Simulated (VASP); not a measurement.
Band structure of ErSi2 (relaxed from the AlB2 structure, space group P6/mmm). Level of theory: r2SCAN meta-GGA, VASP's PBE PAW potentials (set 64) (plane waves; VASP 6.6.1).

The 4f electrons are frozen in the core of the lanthanide potential, so 4f levels, which can set the real gap, and their magnetism are missing.

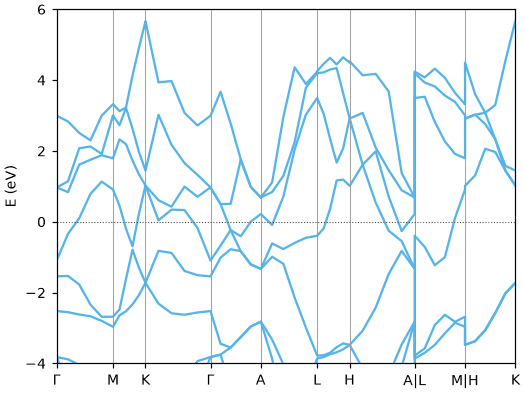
Bands along high-symmetry lines, zero at the valence-band maximum or, without a gap, the Fermi level

Problem. Read the plot: is there a gap, and where are the band edges?

Solution. It has no gap at this level: it comes out as a metal or semimetal.

The structure was generated: ErSi2 was put into the AlB2 type (P6/mmm), which need not be its known phase. It was relaxed first, which changed the volume by -18 %. The electron count is odd and the run is not spin-polarised, which forces a metal.
